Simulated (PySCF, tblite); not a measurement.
# C4H2F4O: dynamics, then NMR shifts on frames

How do NMR shifts of C4H2F4O (`FC1=C(F)C(F)(F)OC1`) change as the atoms move?

Programs: tblite 0.8.0 and PySCF 2.14.0, with density-fitted response routines of our own. Each step states its level of theory. These are calculated values for one molecule in the gas phase, unless marked as measured. Atoms count from 0, in the outputs and in this text.

**1. The starting structure**

11 atoms, charge 0, multiplicity 1; geometry from: GFN2-xTB.

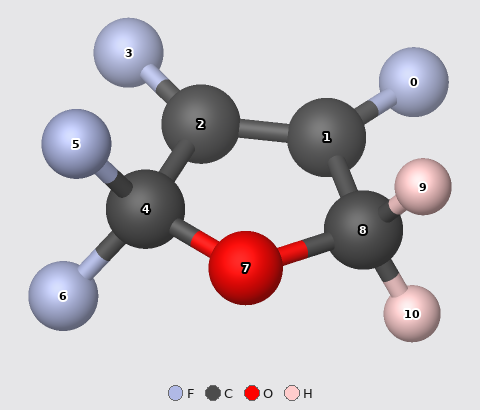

The starting geometry (fluorine light blue, carbon dark grey, oxygen red, hydrogen pink), atoms numbered.

**2. A short Langevin run with GFN2-xTB**

The job: settings as JSON, then the geometry in Å.

```
{"job": {"kind": "md", "xc": "GFN2-xTB", "basis": "xTB", "temperature": 200, "steps": 2000, "every": 50, "frames": 5}, "charge": 0, "multiplicity": 1}
F      2.330344    -0.549238     0.491877
C      1.072788    -0.236751     0.226461
C      0.502679     0.961375     0.160031
F      1.021038     2.166917     0.337601
C     -0.959604     0.759765    -0.179226
F     -1.788675     1.277532     0.758722
F     -1.318083     1.383901    -1.327051
O     -1.146256    -0.585200    -0.289727
C      0.060996    -1.303218    -0.054884
H     -0.080483    -1.980435     0.795007
H      0.310680    -1.891977    -0.944776
```

Method: GFN2-xTB Langevin dynamics, gas phase.

Launch:

```
> OMP_NUM_THREADS=1 python probes_run.py task.json out
```

This one command runs all jobs of the session in turn.

Standard output:

```text
t/fs     T/K      E/eV
    0.0   175.5   -885.78527
   25.0   134.1   -885.59244
   50.0   171.2   -885.58789
   75.0   116.2   -885.53687
  100.0   163.2   -885.65269
  125.0   141.3   -885.67467
  150.0   126.2   -885.55839
  175.0   152.9   -885.58350
  200.0   184.4   -885.62997
  225.0   184.0   -885.53829
  250.0   272.1   -885.61257
  275.0   143.6   -885.49837
  300.0   232.7   -885.53259
  325.0   188.6   -885.57195
  350.0   218.9   -885.60747
  375.0   178.1   -885.47132
  400.0   188.4   -885.50421
  425.0   219.7   -885.50506
  450.0   195.0   -885.48541
  475.0   204.1   -885.55797
  500.0   187.7   -885.47432
  525.0   184.8   -885.53931
  550.0   150.4   -885.49864
  575.0   184.3   -885.56381
  600.0   201.4   -885.63028
  625.0   125.3   -885.54938
  650.0   188.4   -885.64389
  675.0   245.0   -885.66091
  700.0   206.3   -885.63843
  725.0   167.6   -885.62405
  750.0   214.9   -885.59893
  775.0   208.4   -885.55545
  800.0   252.2   -885.59027
  825.0   215.3   -885.54641
  850.0   218.3   -885.52471
  875.0   224.0   -885.53216
  900.0   200.0   -885.58176
  925.0   138.6   -885.51837
  950.0   180.8   -885.64219
  975.0   191.7   -885.60151
 1000.0   243.2   -885.56801
```

Wall time 9.1 s (1 thread of Arm Neoverse V1, shared host); peak memory 0.18 GiB.

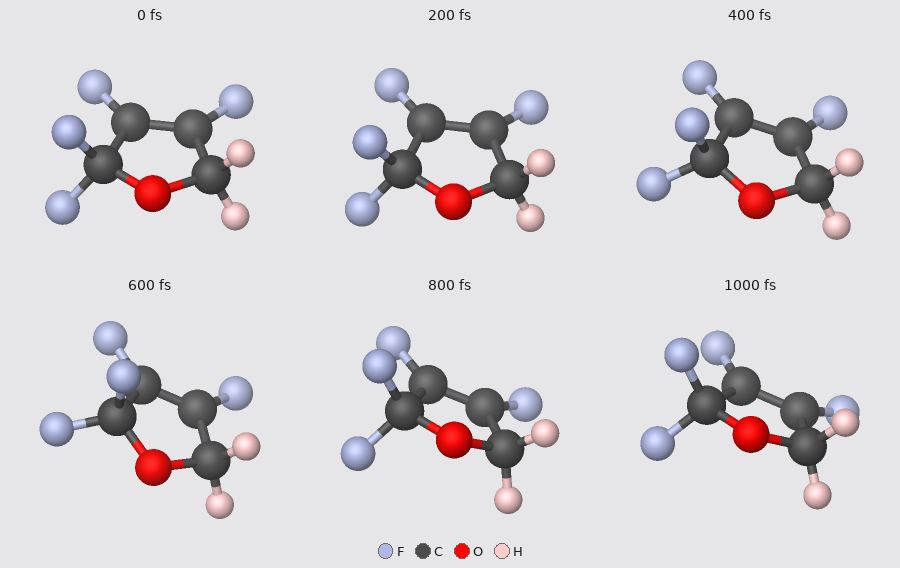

Frames of the run.

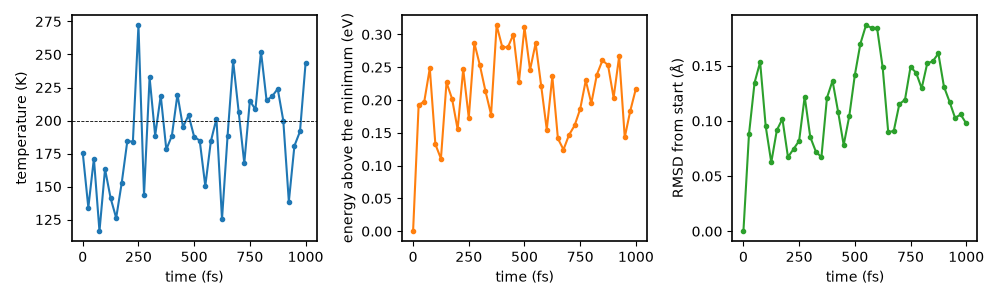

Temperature, potential energy and distance from the start.

Positions (Å) and forces (eV/Å) at 1000 fs:

```xyz
11

F     2.032   -1.231   -0.658    0.885   -0.413   -0.052
C     0.857   -0.794   -0.312   -1.462    1.670    0.075
C     0.477    0.479   -0.031    0.138   -2.440   -0.374
F     1.229    1.510    0.186    0.710    1.223    0.056
C    -1.031    0.501    0.128    1.378   -0.086   -0.266
F    -1.381    1.093    1.272   -0.566    0.018    0.201
F    -1.573    1.247   -0.875   -0.384   -0.095    0.149
O    -1.392   -0.807    0.074   -1.590    0.432   -0.036
C    -0.365   -1.671   -0.317    1.204   -0.351    2.056
H    -0.275   -2.430    0.527   -0.015    0.393   -0.912
H    -0.551   -2.168   -1.237   -0.299   -0.351   -0.897
```

**3. NMR shieldings: 250 fs, PBE0/pcSseg-1**

The job: settings as JSON, then the geometry in Å.

```
{"job": {"kind": "nmr", "xc": "PBE0", "basis": "pcSseg-1", "pop": false}, "charge": 0, "multiplicity": 1}
F      2.240500    -0.773900     0.413800
C      0.986600    -0.497000     0.209200
C      0.295000     0.647500     0.312800
F      0.722700     1.857500     0.598600
C     -1.147800     0.395700    -0.040200
F     -1.960100     0.833800     0.908600
F     -1.626400     1.037500    -1.153200
O     -1.314900    -0.971500    -0.161400
C     -0.015900    -1.579100    -0.175400
H      0.059200    -2.370700     0.601000
H      0.130600    -2.082800    -1.148600
```

Level: GIAO PBE0/pcSseg-1 NMR shielding, non-relativistic, gas phase.

Standard output:

```text
coarse grid: 11016 points
cycle   1  E = -627.2256278149  dE =  1.786e+00  |g| = 1.024e+00  |ddm| = 3.149e+00
cycle   2  E = -626.9938434366  dE =  2.318e-01  |g| = 1.604e+00  |ddm| = 1.442e+00
cycle   3  E = -627.3974959075  dE = -4.037e-01  |g| = 8.328e-02  |ddm| = 9.364e-01
cycle   4  E = -627.3982192920  dE = -7.234e-04  |g| = 5.458e-02  |ddm| = 7.635e-02
cycle   5  E = -627.3986778310  dE = -4.585e-04  |g| = 9.346e-03  |ddm| = 3.713e-02
cycle   6  E = -627.3986894437  dE = -1.161e-05  |g| = 3.262e-03  |ddm| = 7.805e-03
cycle   7  E = -627.3986914187  dE = -1.975e-06  |g| = 8.635e-04  |ddm| = 3.054e-03
final grid: 113200 points
cycle   8  E = -627.4879011375  dE = -3.979e-05  |g| = 1.123e-02  |ddm| = 2.426e-02
cycle   9  E = -627.4878715842  dE =  2.955e-05  |g| = 1.740e-02  |ddm| = 1.581e-02
cycle  10  E = -627.4879230556  dE = -5.147e-05  |g| = 7.709e-04  |ddm| = 9.803e-03
cycle  11  E = -627.4879231496  dE = -9.403e-08  |g| = 3.343e-04  |ddm| = 7.433e-04
cycle  12  E = -627.4879231679  dE = -1.832e-08  |g| = 1.086e-04  |ddm| = 2.731e-04
cycle  13  E = -627.4879231701  dE = -2.175e-09  |g| = 3.203e-05  |ddm| = 1.036e-04
cycle  14  E = -627.4879231703  dE = -2.287e-10  |g| = 8.433e-06  |ddm| = 3.014e-05
converged SCF energy = -627.4879231703

GIAO shielding tensors (ppm)
atom      isotropic    diamagn.    paramagn.     s11        s22        s33       span
  0 F      328.272     469.701    -141.429    244.775    267.669    472.371    227.596
  1 C       34.838     254.886    -220.048    -39.642     63.025     81.131    120.773
  2 C       48.899     251.755    -202.856    -28.102     83.666     91.131    119.233
  3 F      344.175     470.319    -126.144    248.536    319.741    464.246    215.710
  4 C       53.071     241.403    -188.332     36.061     59.730     63.422     27.360
  5 F      253.549     470.702    -217.152    175.693    272.778    312.177    136.484
  6 F      237.865     472.520    -234.655    153.056    224.419    336.121    183.065
  7 O      226.037     397.521    -171.483    141.717    210.382    326.014    184.297
  8 C      116.344     245.176    -128.832     91.740     99.241    158.052     66.313
  9 H       26.648      26.730      -0.081     23.455     25.165     31.325      7.870
 10 H       26.518      27.173      -0.655     22.892     25.066     31.596      8.705
```

It took 22 s on 1 thread of Arm Neoverse V1, shared host; peak memory 0.73 GiB.

Shifts follow as δ = σ(reference) − σ, with reference shieldings (ppm) from runs at the same level and on the same kind of geometry: 1H TMS 31.72, 13C TMS 186.9, 19F CFCl3 170.9, 17O H2O 336.1. The references are single molecules in the gas phase, so shifts against H2O, NH3, PH3, H3PO4 or CFCl3 are not on the usual liquid scales and can be off by tens of ppm. Each atom is listed at this fixed geometry, with no averaging over motion; a spectrum would average atoms that exchange fast.

```
atoms                                               environment  σ (ppm)  δ (ppm)
   C1                           fully substituted alkene carbon     34.8    152.1
   C2                           fully substituted alkene carbon     48.9    138.0
   C4  allylic fully substituted sp3 carbon bonded to 2 F and O     53.1    133.9
   C8                               allylic sp3 CH2 bonded to O    116.3     70.6
  H10                hydrogen on an allylic sp3 CH2 bonded to O    26.52     5.20
   H9                hydrogen on an allylic sp3 CH2 bonded to O    26.65     5.07
   F6                                   fluorine of a CF2 group    237.9    -66.9
   F5                                   fluorine of a CF2 group    253.5    -82.6
   F0                                          vinylic fluorine    328.3   -157.3
   F3                                          vinylic fluorine    344.2   -173.2
   O7                                              ether oxygen    226.0    110.0
```

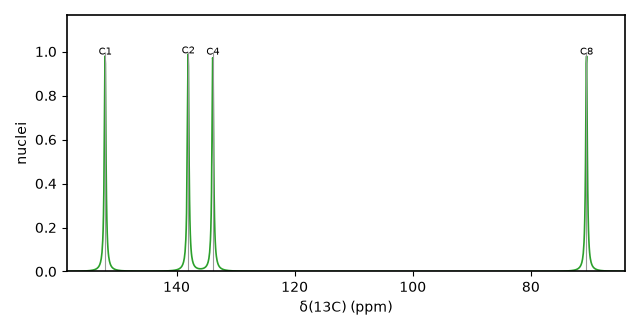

13C lines at the computed shifts, without couplings. Lines are broadened to a width of 0.33 ppm (Lorentzian).

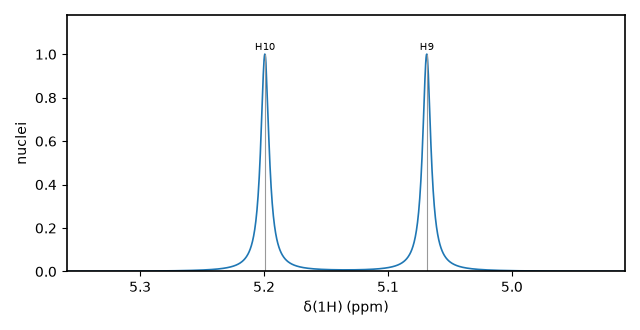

1H lines at the computed shifts, without couplings. Lines are broadened to a width of 0.01 ppm (Lorentzian).

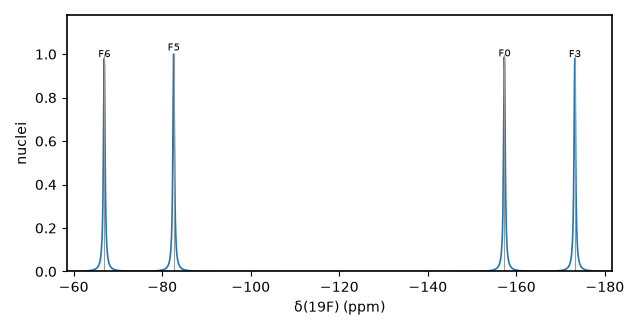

19F lines at the computed shifts, without couplings. Lines are broadened to a width of 0.43 ppm (Lorentzian).

Ring of atoms C1, C2, C4, O7, C8: NICS(0) -10.0, NICS(1) -3.6, NICS(1)zz -3.0 ppm (means of both faces).

Orbitals, density, ELF and potential are computed afterwards from the orbital file.

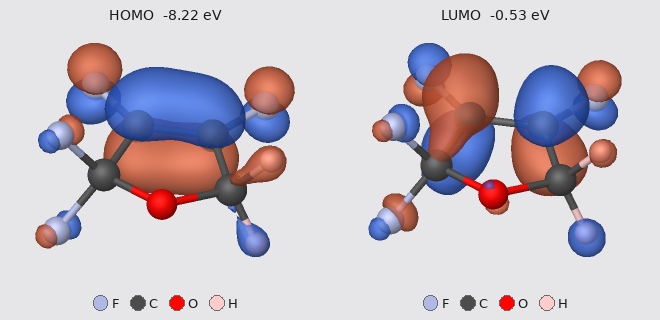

Frontier orbitals at PBE0/pcSseg-1; each surface holds 70 % of the orbital's density, blue and red mark the sign.

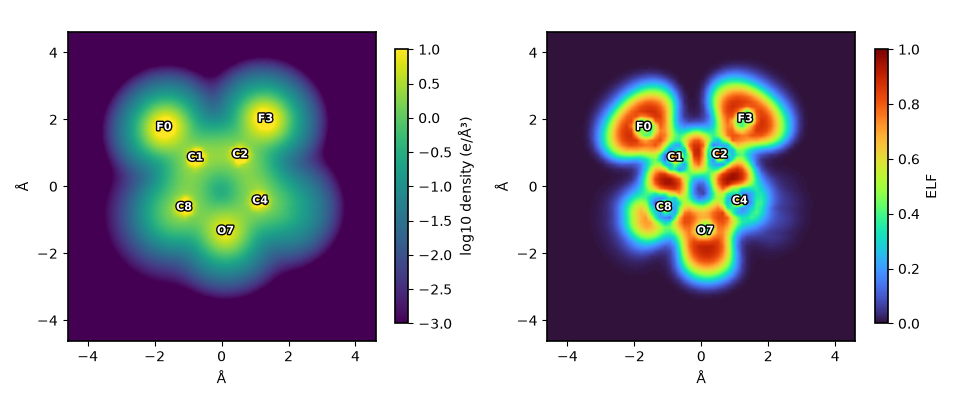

Density (left) and ELF (right) in a plane through or near 7 of the atoms.

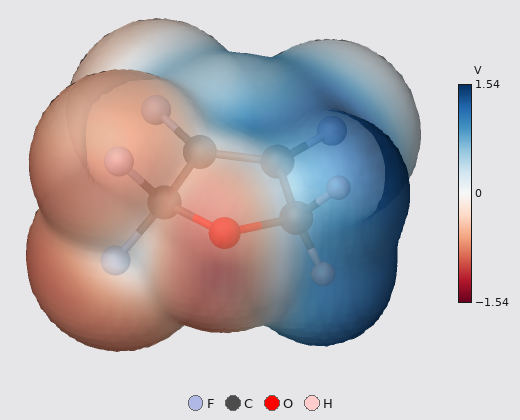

The potential that a unit positive charge feels on the 0.002 e/bohr³ surface, from the 1st to the 99th percentile, from -0.89 V near O7 to 1.54 V near H10.

(Part 1 of 2 ends here.)
